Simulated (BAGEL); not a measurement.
**RI-MP2/def2-TZVP (density fitting with tzvpp-jkfit, cc-pvtz-ri for correlation, hessian update flowchart) run of O3 (ozone)**

Aim: a geometry optimisation of O3 (ozone). 

The calculation is run with BAGEL 1.2.2.

5 further runs of the same task are left out: 2 that didn't finish, 3 set aside as unsound or not needed.

### 1 The structure to begin with

The species is O3 (3 atoms), meant as a singlet with charge 0. SMILES: `O=[O+][O-]`. All atoms were displaced at random from a relaxed shape. The run starts from this shape.

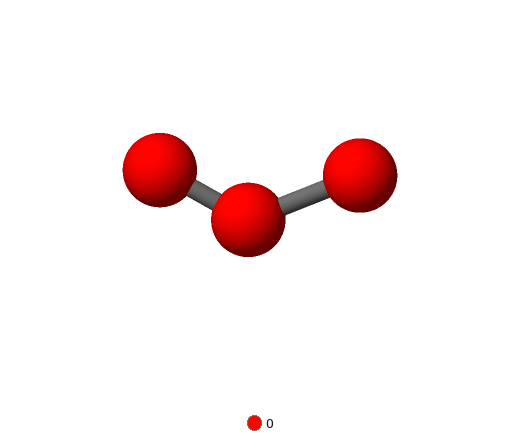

The structure, seen from a chosen angle (oxygen red).

### 2 A structure relaxation at RI-MP2/def2-TZVP (density fitting with tzvpp-jkfit, cc-pvtz-ri for correlation, hessian update flowchart)

mp2.json reads:

```json
{ "bagel": [

{
  "title": "molecule",
  "basis": "def2-tzvp.json",
  "df_basis": "tzvpp-jkfit",
  "geometry": [
    { "atom": "O", "xyz": [     1.57051359,    -0.99972370,     0.43896259 ] },
    { "atom": "O", "xyz": [    -0.08016974,    -0.44274771,    -0.58552975 ] },
    { "atom": "O", "xyz": [    -1.34856525,     1.60300932,    -0.42473295 ] }
  ]
},

{
  "title": "optimize",
  "hess_update": "flowchart",
  "maxiter": 40,
  "method": [
    {
      "title": "mp2",
      "ncore": 3,
      "aux_basis": "cc-pvtz-ri"
    }
  ]
}

]}
```

The basis set def2-TZVP is read from a file made from the Basis Set Exchange's data (not shown).

Started as:

```bash
$ BAGEL_NUM_THREADS=1 BAGEL mp2.json > mp2.out
```

Q: Predict the results. Wanted: total energy at the end.

Computed results:

At RI-MP2/def2-TZVP (density fitting with tzvpp-jkfit, cc-pvtz-ri for correlation, hessian update flowchart), 3 core orbitals frozen:

| quantity | value |
| --- | --- |
| total energy at the end | -225.12725 Eh |

At the final geometry: Bond lengths: O1–O2 1.282 Å, O2–O3 1.282 Å. Angles: O1–O2–O3 116.8°. The optimisation took 7 steps and changed the energy by -2.110 eV.
